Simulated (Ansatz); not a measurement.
# How Zr(0001) screens a field

Wanted: the response of a Zr(0001) slab to a perpendicular field.

Method: plane-wave DFT, PBE, Ansatz PAW, in Ansatz 0.2.0.

## 1. Set-up

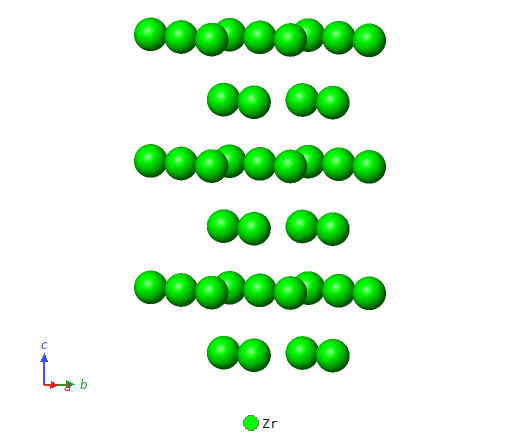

The cell as given, from the side, with the c axis up (zirconium green). 2×2×1 cells are drawn. Some periodic images of atoms are drawn too.

The cell holds 6 atoms: 6 Zr. Cell: a = 3.230 Å, b = 3.230 Å, c = 30.863 Å, α = 90.0°, β = 90.0°, γ = 60.0°. Vacuum lies along c.

## 2. Atoms held, field 0

A sawtooth potential applies the field, turning back in the middle of the vacuum. With the dipole correction the typed value is the field outside the slab. The induced dipole is small, so the SCF threshold is tight.

Contents of input.yaml:

```yaml
crystal:
  lattice:
    - [3.23, 0.0, 0.0]
    - [1.615, 2.7972620542, 0.0]
    - [0.0, 0.0, 30.863475]
  atoms:
    - { symbol: Zr, position: [0.6666666667, 0.6666666667, 0.2916068265] }
    - { symbol: Zr, position: [0.0, 0.0, 0.3749640959] }
    - { symbol: Zr, position: [0.6666666667, 0.6666666667, 0.4583213653] }
    - { symbol: Zr, position: [0.0, 0.0, 0.5416786347] }
    - { symbol: Zr, position: [0.6666666667, 0.6666666667, 0.6250359041] }
    - { symbol: Zr, position: [0.0, 0.0, 0.7083931735] }
kpoints:
  mp_grid: { grid: [18, 18, 1] }
hamiltonian:
  xc: pbe
scf:
  occupations: { method: fermi_dirac, width: 0.1 }
  convergence: { dr2_threshold: 1.0e-10 }
efield:
  axis: 3
  dipole_correction: true
  ramp_position: 0.97
  ramp_width: 0.06
  amplitude: 0
output:
  forces: true
  write_potential: true
  write_density: true
  volumetric_format: npy
```

Launch:

```console
ansatz run input.yaml --threads 2 --pin off --max-ram 3072MiB --backend cpu --events-out ev --progress --plain --runs-dir out
```

Numbers of over 12 decimals in the logs are rounded to 6 here.

The program printed:

```text
Engine: ansatz 0.2.0, x86_64-unknown-linux-gnu
Pseudopotentials: kind: paw
Pseudopotential: Zr, paw, valence charge 12, recommended cutoff 420 eV (normal), Zr.paw.azcp
Functional definition: PBE
  parameter kappa = 0.804
  parameter beta = 0.066725
  exchange = pbe_x(kappa = kappa, mu = beta*pi^2/3)
  correlation = pbe_c(beta = beta)
Crystal: 6 atoms, lattice volume = 278.856 Å³
Basis set: ecut = 420 eV, 5539 PW (Γ), exchange–correlation on 48×48×432 points (8 copies of the dense FFT grid, shifted against one another)
Bands: 44, of which v1, the nominal top of the filled ones, is band 36 counted from 1 (35 counted from 0)
Symmetry: 6 space group operations
k-points: 37 of 324 (time reversal used)
Non-local potential: Zr, projectors of the file, l = 0: 3, l = 1: 2, l = 2: 2, l = 3: 2
PAW form: soft (Blöchl's): semilocal exchange-correlation on the pseudo side does not see the compensation charge
PAW one-centre angular grid: Zr, 590 points (default); XC on 64 Gauss nodes
Initial density: superposition of atomic densities (neutral atoms: chi_scale 0, normalization atom), corrected by the library's trained network
Initial wavefunctions: pseudopotential atomic-orbital guess
Functional: x = pbe(κ = 0.804, μ = 0.219515), c = pbe(β = 0.066725)
SCF iter   1: F=—  HF=-25101.278637 eV  |F-HF|=—  |Δ(HF+E_count)|=         —  Δρ=4.96e-3  dr2=2.13e0  ethr=1.77e-3  p=0.000 e·Å  D=1.29e-13 V/Å  ΔV_dip=-0.00 eV  dr2_dipole=3.66e-8  V_vac-E_F(+/−)=4.15/4.15 eV  ⟨swp⟩=8.2  Hψ=7146  notcnv=0
efield: sawtooth ramp at fractional position 0.9700 (set: `efield.ramp_position`, or a place that a band, a saddle search or an elastic batch's reference lends), width 0.0600; the density the first Hamiltonian is built on has a dipole p = 0.000 e·Å; the dipole correction subtracts the counter field D = 1.29e-13 V/Å, which shifts the + side's vacuum level by -0.00 eV against the − side's; the planar-averaged density in the ramp window peaks in size at 3.2e-5 e/Å³
preconditioner: auto → LDOS  [metal: Δε(μ)=0.023 eV  Ē_g=2.398 eV  σ=0.100 eV  W_gap=0.06  n_scr=20 (ndim 8)  ℏωp=10.9 eV  f_vac=0.442  D(μ)=9.31/eV (n_scr^D=78)  β→1.0]
SCF iter   2: F=—  HF=-25101.259501 eV  |F-HF|=—  |Δ(HF+E_count)|=   1.91e-2  Δρ=9.83e-4  dr2=6.37e-3  ethr=1.77e-3  p=0.000 e·Å  D=7.34e-6 V/Å  ΔV_dip=-0.00 eV  dr2_dipole=1.91e-9  V_vac-E_F(+/−)=4.16/4.16 eV  ⟨swp⟩=1.0  Hψ=1924  notcnv=0
SCF iter   3: F=—  HF=-25101.260474 eV  |F-HF|=—  |Δ(HF+E_count)|=   9.73e-4  Δρ=3.63e-4  dr2=1.58e-3  ethr=8.85e-6  p=0.000 e·Å  D=6.62e-6 V/Å  ΔV_dip=-0.00 eV  dr2_dipole=3.96e-10  V_vac-E_F(+/−)=4.18/4.18 eV  ⟨swp⟩=2.4  Hψ=2820  notcnv=0
SCF iter   4: F=—  HF=-25101.260437 eV  |F-HF|=—  |Δ(HF+E_count)|=   3.74e-5  Δρ=1.38e-4  dr2=1.54e-4  ethr=2.19e-6  p=0.000 e·Å  D=2.46e-6 V/Å  ΔV_dip=-0.00 eV  dr2_dipole=9.64e-11  V_vac-E_F(+/−)=4.18/4.18 eV  ⟨swp⟩=2.1  Hψ=2851  notcnv=0
SCF iter   5: F=—  HF=-25101.260444 eV  |F-HF|=—  |Δ(HF+E_count)|=   6.89e-6  Δρ=4.53e-5  dr2=7.39e-6  ethr=2.14e-7  p=0.000 e·Å  D=8.76e-7 V/Å  ΔV_dip=-0.00 eV  dr2_dipole=5.78e-11  V_vac-E_F(+/−)=4.19/4.19 eV  ⟨swp⟩=2.1  Hψ=2793  notcnv=0
SCF iter   6: F=—  HF=-25101.260432 eV  |F-HF|=—  |Δ(HF+E_count)|=   1.20e-5  Δρ=1.79e-5  dr2=3.37e-6  ethr=1.03e-8  p=0.000 e·Å  D=2.26e-7 V/Å  ΔV_dip=-0.00 eV  dr2_dipole=4.51e-11  V_vac-E_F(+/−)=4.19/4.19 eV  ⟨swp⟩=2.8  Hψ=3319  notcnv=0
SCF iter   7: F=—  HF=-25101.260418 eV  |F-HF|=—  |Δ(HF+E_count)|=   1.39e-5  Δρ=5.40e-6  dr2=1.68e-7  ethr=4.68e-9  p=0.000 e·Å  D=1.93e-8 V/Å  ΔV_dip=-0.00 eV  dr2_dipole=8.20e-12  V_vac-E_F(+/−)=4.19/4.19 eV  ⟨swp⟩=2.6  Hψ=2531  notcnv=0
SCF iter   8: F=—  HF=-25101.260418 eV  |F-HF|=—  |Δ(HF+E_count)|=   5.31e-8  Δρ=1.72e-6  dr2=1.71e-8  ethr=2.33e-10  p=-0.000 e·Å  D=-1.99e-8 V/Å  ΔV_dip=0.00 eV  dr2_dipole=1.51e-14  V_vac-E_F(+/−)=4.19/4.19 eV  ⟨swp⟩=2.7  Hψ=2939  notcnv=0
SCF iter   9: F=—  HF=-25101.260418 eV  |F-HF|=—  |Δ(HF+E_count)|=   2.58e-8  Δρ=5.94e-7  dr2=4.33e-9  ethr=2.37e-11  p=-0.000 e·Å  D=-6.84e-9 V/Å  ΔV_dip=0.00 eV  dr2_dipole=1.69e-14  V_vac-E_F(+/−)=4.19/4.19 eV  ⟨swp⟩=3.2  Hψ=3322  notcnv=0
SCF iter  10: F=—  HF=-25101.260418 eV  |F-HF|=—  |Δ(HF+E_count)|=   1.38e-9  Δρ=3.07e-7  dr2=8.24e-10  ethr=6.01e-12  p=-0.000 e·Å  D=-5.27e-9 V/Å  ΔV_dip=0.00 eV  dr2_dipole=2.46e-13  V_vac-E_F(+/−)=4.19/4.19 eV  ⟨swp⟩=2.7  Hψ=2893  notcnv=0
SCF iter  11: F=-25101.260418 eV  HF=-25101.260418 eV  |F-HF|=1.82e-11  |Δ(HF+E_count)|=  1.75e-10  Δρ=9.78e-8  dr2=8.18e-11  ethr=1.00e-12  p=-0.000 e·Å  D=-1.18e-9 V/Å  ΔV_dip=0.00 eV  dr2_dipole=4.52e-16  V_vac-E_F(+/−)=4.19/4.19 eV  ⟨swp⟩=6.0  Hψ=10424  notcnv=0
SCF 1 converged in 11 iterations: F = -25101.260418 eV  dr2 = 8.18e-11
  greatest PAW one-centre occupation: 0.996 electrons in one spin orbital (limit 2), on the Zr atom at site 0 (counted from 0), in its partial waves of l = 0
WARN: The output density's exchange-correlation potential varies sharply where the density is thin. Do not read a vacuum level from v_tot or v_xc, or from such a field of the output density. On a cell that repeats whose density bears no net charge and no dipole along the vacuum's axis use v_es (v_loc + v_h of the components); under efield.dipole_correction with no amplitude use v_es + v_field, which holds any externa [...]
SCF converged after 11 iterations
Free energy (F): -25101.260418 eV
Harris-Foulkes:  -25101.260418 eV  (|F-HF|=1.82e-11)
Internal energy: -25100.963273 eV  (E = F + TS)
E sigma→0 (E₀):  -25101.111845 eV
Entropy (-TS):   -0.297145 eV (-49.524 meV/atom)
Fermi energy:    5.011532 eV
Dipole field:    D = 0.000000 V/Å  (p = 0.000000 e·Å, saw-weighted, corrected)
Work function:   Φ+ = 4.1937 eV   Φ− = 4.1937 eV
Levels:          The Fermi level and band energies are counted from a zero that moves with the ramp; work functions are not
--- Per-component energies (eV) ---
  E_band       = -1226.502454
  E_kinetic    = 1990.804457
  E_local      = -71688.071995  (includes V_loc(G=0)·N_el)
  E_nonlocal   = 484.670074
  E_hartree    = 34804.657403
  E_xc         = -965.538137
  E_vxc        = -1139.639052  (∫ρ·V_xc dr)
  E_paw        = -17724.903509  (= ΣΔE_a)
  E_vpaw       = -483.580510  (= ΣTr[D̂ρ^β])
  E_aug_tail   = 0.000148  (compensation charges beyond the density's cutoff)
  E_efield     = 0.000000  (sawtooth field / dipole correction)
  E_vefield    = 0.000000  (∫n·V_field dr)
  E_ewald      = 27997.418286
  E_smearing   = -0.297145  (= −TS)
  E_closure    = -0.000000  (closes the sum)
  Σ components = -25101.260418   (vs F -25101.260418, Δ=0.00e0)
--- Forces (eV/Å), atoms counted from 1 ---
  atom   1  Zr     0.00000000     0.00000000     0.42054925
  atom   2  Zr     0.00000000    -0.00000000    -0.53675947
  atom   3  Zr     0.00000000    -0.00000000    -0.00877364
  atom   4  Zr     0.00000000     0.00000000     0.00877367
  atom   5  Zr    -0.00000000     0.00000000     0.53675938
  atom   6  Zr     0.00000000    -0.00000000    -0.42054919
  max |Σ_I F_I| component: 2.81e-9 eV/Å
--- Band table (eV; the first three rows and the last of 37) ---
  k-point 0: bands = [... 32 lower, 5.2583, 5.5161, 5.6863, 5.7862, 5.7862, 5.7962, 5.7962, 5.9092, ... 4 higher]
  k-point 1: bands = [... 32 lower, 5.1662, 5.4117, 5.6148, 5.6466, 5.7205, 5.7319, 5.8492, 5.8632, ... 4 higher]
  k-point 2: bands = [... 32 lower, 5.0556, 5.1490, 5.3146, 5.4220, 5.4527, 5.5938, 5.6790, 5.8949, ... 4 higher]
  k-point 36: bands = [... 32 lower, 3.9252, 4.2635, 4.2635, 5.0300, 5.0300, 5.1498, 5.1534, 5.1719, ... 4 higher]
```

The job ended after 19 s (2 threads of Intel Xeon Platinum 8488C (Sapphire Rapids), shared host; peak memory 0.73 GiB).

The column dr2 measures how far the density is from self-consistency, as an energy; F and HF (Harris–Foulkes) agree once it is small.

Numbers from this step:

| Item | Value |
| --- | --- |
| energy at zero smearing | -25101.1118 eV |
| work function, upper face | 4.194 eV |
| dipole along the normal | 3.55e-8 e·Å |

Running mean over 2.573 Å of the planar mean; the ramp of the sawtooth is left out. Table of electron's electrostatic potential energy less the Fermi level by z:

```csv
z (Å),electron's electrostatic potential energy less the Fermi level (eV)
4,4.19
5,4.16
6,3.93
7,2.15
8,-5.14
9,-8.45
10,-8.31
11,-8.29
12,-8.36
13,-8.38
14,-8.38
15,-8.41
16,-8.41
17,-8.38
18,-8.38
19,-8.35
20,-8.28
21,-8.34
22,-8.37
23,-4.06
24,2.64
25,4.00
26,4.17
27,4.19
```

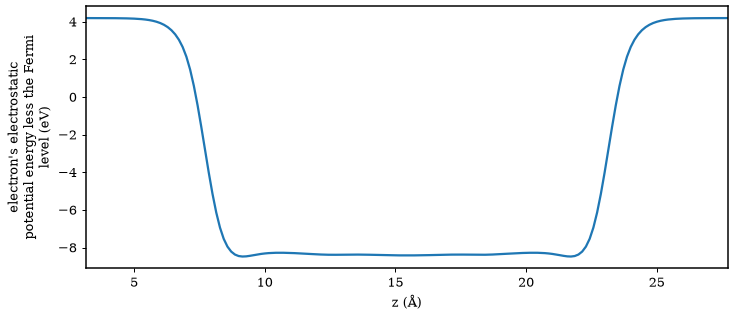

Electron's electrostatic potential energy less the Fermi level against z.

Force by atom:

```csv
atom,x (eV/Å),y (eV/Å),z (eV/Å),size
Zr1,0.000,0.000,0.421,0.421
Zr2,0.000,0.000,-0.537,0.537
Zr3,0.000,0.000,-0.009,0.009
Zr4,0.000,0.000,0.009,0.009
Zr5,0.000,0.000,0.537,0.537
Zr6,0.000,0.000,-0.421,0.421
```

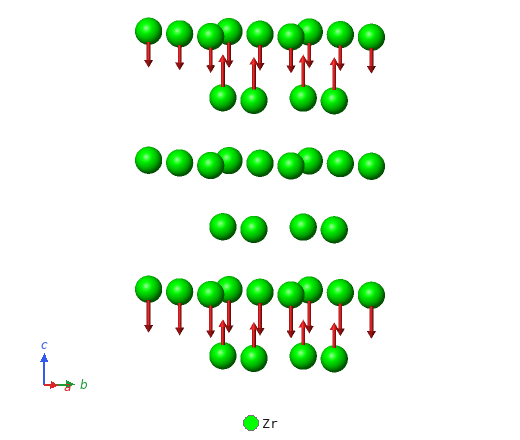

Force as arrows, the longest 0.537 eV/Å. 2×2×1 cells are drawn. Some periodic images of atoms are drawn too.

The work function of the upper face is 4.19 eV.

## 3. Single point, field 0.05 V/Å

Edit input.yaml of step 2 so:

```diff
@@ -24,3 +24,3 @@
   ramp_width: 0.06
-  amplitude: 0
+  amplitude: 0.05
 output:
```

The program printed:

```text
[...]
Crystal: 6 atoms, lattice volume = 278.856 Å³
Basis set: ecut = 420 eV, 5539 PW (Γ), exchange–correlation on 48×48×432 points (8 copies of the dense FFT grid, shifted against one another)
Bands: 44, of which v1, the nominal top of the filled ones, is band 36 counted from 1 (35 counted from 0)
Symmetry: 6 space group operations
k-points: 37 of 324 (time reversal used)
[...]
k-point 0: bands = [... 32 lower, 5.2581, 5.5159, 5.6861, 5.7860, 5.7860, 5.7960, 5.7960, 5.9090, ... 4 higher]
  k-point 1: bands = [... 32 lower, 5.1660, 5.4115, 5.6146, 5.6463, 5.7203, 5.7317, 5.8489, 5.8630, ... 4 higher]
  k-point 2: bands = [... 32 lower, 5.0553, 5.1489, 5.3143, 5.4218, 5.4525, 5.5936, 5.6789, 5.8947, ... 4 higher]
  k-point 36: bands = [... 32 lower, 3.9250, 4.2632, 4.2633, 5.0295, 5.0301, 5.1494, 5.1534, 5.1714, ... 4 higher]
[key lines of the parts left out:]
SCF converged after 14 iterations
Free energy (F): -25101.261525 eV
Fermi energy:    5.011315 eV
Dipole field:    D = 0.028728 V/Å  (p = 0.044271 e·Å, saw-weighted, corrected)
```

Elapsed: 22 s, on 2 threads; peak memory 0.71 GiB; 43 s of CPU time.

The dipole is 0.0443 e·Å.

## 4. Atoms held, field -0.05 V/Å

Edit input.yaml of step 3 so:

```diff
@@ -24,3 +24,3 @@
   ramp_width: 0.06
-  amplitude: 0.05
+  amplitude: -0.05
 output:
```

The program printed:

```text
[...]
Crystal: 6 atoms, lattice volume = 278.856 Å³
Basis set: ecut = 420 eV, 5539 PW (Γ), exchange–correlation on 48×48×432 points (8 copies of the dense FFT grid, shifted against one another)
Bands: 44, of which v1, the nominal top of the filled ones, is band 36 counted from 1 (35 counted from 0)
Symmetry: 6 space group operations
k-points: 37 of 324 (time reversal used)
[...]
k-point 0: bands = [... 32 lower, 5.2581, 5.5159, 5.6861, 5.7860, 5.7860, 5.7960, 5.7960, 5.9090, ... 4 higher]
  k-point 1: bands = [... 32 lower, 5.1660, 5.4115, 5.6146, 5.6463, 5.7203, 5.7317, 5.8489, 5.8630, ... 4 higher]
  k-point 2: bands = [... 32 lower, 5.0553, 5.1489, 5.3143, 5.4218, 5.4525, 5.5936, 5.6789, 5.8947, ... 4 higher]
  k-point 36: bands = [... 32 lower, 3.9250, 4.2632, 4.2633, 5.0295, 5.0301, 5.1494, 5.1534, 5.1714, ... 4 higher]
[key lines of the parts left out:]
SCF converged after 14 iterations
Free energy (F): -25101.261525 eV
Fermi energy:    5.011315 eV
Dipole field:    D = -0.028726 V/Å  (p = -0.044269 e·Å, saw-weighted, corrected)
```

Elapsed: 22 s, on 2 threads; peak memory 0.7 GiB; 43 s of CPU time.

The dipole is -0.0443 e·Å.

## 5. Atoms held, field 0.1 V/Å

Edit input.yaml of step 4 so:

```diff
@@ -24,3 +24,3 @@
   ramp_width: 0.06
-  amplitude: -0.05
+  amplitude: 0.1
 output:
```

The program printed:

```text
[...]
Crystal: 6 atoms, lattice volume = 278.856 Å³
Basis set: ecut = 420 eV, 5539 PW (Γ), exchange–correlation on 48×48×432 points (8 copies of the dense FFT grid, shifted against one another)
Bands: 44, of which v1, the nominal top of the filled ones, is band 36 counted from 1 (35 counted from 0)
Symmetry: 6 space group operations
k-points: 37 of 324 (time reversal used)
[...]
k-point 0: bands = [... 32 lower, 5.2575, 5.5154, 5.6855, 5.7853, 5.7853, 5.7954, 5.7954, 5.9083, ... 4 higher]
  k-point 1: bands = [... 32 lower, 5.1653, 5.4110, 5.6139, 5.6457, 5.7196, 5.7311, 5.8483, 5.8624, ... 4 higher]
  k-point 2: bands = [... 32 lower, 5.0543, 5.1486, 5.3137, 5.4211, 5.4520, 5.5929, 5.6783, 5.8940, ... 4 higher]
  k-point 36: bands = [... 32 lower, 3.9243, 4.2626, 4.2626, 5.0285, 5.0298, 5.1483, 5.1532, 5.1705, ... 4 higher]
[key lines of the parts left out:]
SCF converged after 14 iterations
Free energy (F): -25101.264845 eV
Fermi energy:    5.010679 eV
Dipole field:    D = 0.057456 V/Å  (p = 0.088544 e·Å, saw-weighted, corrected)
```

The job ended after 22 s (2 threads; peak memory 0.71 GiB; 44 s of CPU time).

The dipole is 0.0885 e·Å.

## 6. Single point, field -0.1 V/Å

Edit input.yaml of step 5 so:

```diff
@@ -24,3 +24,3 @@
   ramp_width: 0.06
-  amplitude: 0.1
+  amplitude: -0.1
 output:
```

The program printed:

```text
[...]
Crystal: 6 atoms, lattice volume = 278.856 Å³
Basis set: ecut = 420 eV, 5539 PW (Γ), exchange–correlation on 48×48×432 points (8 copies of the dense FFT grid, shifted against one another)
Bands: 44, of which v1, the nominal top of the filled ones, is band 36 counted from 1 (35 counted from 0)
Symmetry: 6 space group operations
k-points: 37 of 324 (time reversal used)
[...]
k-point 0: bands = [... 32 lower, 5.2575, 5.5154, 5.6855, 5.7853, 5.7853, 5.7954, 5.7954, 5.9083, ... 4 higher]
  k-point 1: bands = [... 32 lower, 5.1653, 5.4110, 5.6139, 5.6457, 5.7196, 5.7311, 5.8483, 5.8624, ... 4 higher]
  k-point 2: bands = [... 32 lower, 5.0543, 5.1486, 5.3137, 5.4211, 5.4520, 5.5929, 5.6783, 5.8940, ... 4 higher]
  k-point 36: bands = [... 32 lower, 3.9243, 4.2626, 4.2626, 5.0285, 5.0298, 5.1483, 5.1532, 5.1705, ... 4 higher]
[key lines of the parts left out:]
SCF converged after 14 iterations
Free energy (F): -25101.264845 eV
Fermi energy:    5.010679 eV
Dipole field:    D = -0.057455 V/Å  (p = -0.088542 e·Å, saw-weighted, corrected)
```

Wall time 22 s (2 threads); peak memory 0.7 GiB.

The dipole is -0.0885 e·Å.

## 7. Atoms held, field 0.2 V/Å

Edit input.yaml of step 6 so:

```diff
@@ -24,3 +24,3 @@
   ramp_width: 0.06
-  amplitude: -0.1
+  amplitude: 0.2
 output:
```

The program printed:

```text
[...]
Crystal: 6 atoms, lattice volume = 278.856 Å³
Basis set: ecut = 420 eV, 5539 PW (Γ), exchange–correlation on 48×48×432 points (8 copies of the dense FFT grid, shifted against one another)
Bands: 44, of which v1, the nominal top of the filled ones, is band 36 counted from 1 (35 counted from 0)
Symmetry: 6 space group operations
k-points: 37 of 324 (time reversal used)
[...]
k-point 0: bands = [... 32 lower, 5.2549, 5.5133, 5.6829, 5.7827, 5.7827, 5.7928, 5.7928, 5.9057, ... 4 higher]
  k-point 1: bands = [... 32 lower, 5.1627, 5.4091, 5.6113, 5.6431, 5.7168, 5.7287, 5.8457, 5.8598, ... 4 higher]
  k-point 2: bands = [... 32 lower, 5.0504, 5.1473, 5.3111, 5.4183, 5.4499, 5.5903, 5.6761, 5.8914, ... 4 higher]
  k-point 36: bands = [... 32 lower, 3.9218, 4.2600, 4.2600, 5.0253, 5.0278, 5.1446, 5.1518, 5.1673, ... 4 higher]
[key lines of the parts left out:]
SCF converged after 14 iterations
Free energy (F): -25101.278127 eV
Fermi energy:    5.008120 eV
Dipole field:    D = 0.114929 V/Å  (p = 0.177112 e·Å, saw-weighted, corrected)
```

Wall time 22 s (2 threads); peak memory 0.69 GiB; 44 s of CPU time.

The dipole is 0.177 e·Å.

## 8. Single point, field -0.2 V/Å

Edit input.yaml of step 7 so:

```diff
@@ -24,3 +24,3 @@
   ramp_width: 0.06
-  amplitude: 0.2
+  amplitude: -0.2
 output:
```

The program printed:

```text
[...]
Crystal: 6 atoms, lattice volume = 278.856 Å³
Basis set: ecut = 420 eV, 5539 PW (Γ), exchange–correlation on 48×48×432 points (8 copies of the dense FFT grid, shifted against one another)
Bands: 44, of which v1, the nominal top of the filled ones, is band 36 counted from 1 (35 counted from 0)
Symmetry: 6 space group operations
k-points: 37 of 324 (time reversal used)
[...]
k-point 0: bands = [... 32 lower, 5.2549, 5.5133, 5.6829, 5.7827, 5.7827, 5.7928, 5.7928, 5.9057, ... 4 higher]
  k-point 1: bands = [... 32 lower, 5.1627, 5.4091, 5.6113, 5.6431, 5.7168, 5.7287, 5.8457, 5.8598, ... 4 higher]
  k-point 2: bands = [... 32 lower, 5.0504, 5.1473, 5.3111, 5.4183, 5.4499, 5.5903, 5.6761, 5.8914, ... 4 higher]
  k-point 36: bands = [... 32 lower, 3.9218, 4.2600, 4.2600, 5.0253, 5.0278, 5.1446, 5.1518, 5.1673, ... 4 higher]
[key lines of the parts left out:]
SCF converged after 14 iterations
Free energy (F): -25101.278127 eV
Fermi energy:    5.008120 eV
Dipole field:    D = -0.114927 V/Å  (p = -0.177109 e·Å, saw-weighted, corrected)
```

Wall time 22 s (2 threads); peak memory 0.71 GiB; 43 s of CPU time.

The dipole is -0.177 e·Å.

(Part 1 of 2 ends here.)

[Logs are printed without paths, hosts, clocks, repeated set-up lines and the standing remarks that a program may print on its own settings, such as how far it seeks lower states.]

[Hosts, paths, dates, database ids (printed as entryN), source tags and the programs' standing remarks are cut or masked in the printed files.]

[Maps of the electrostatic potential energy from Ansatz leave out the sawtooth potential of an applied field or a dipole correction, so their vacuum need not be flat; planar profiles and work functions include it.]
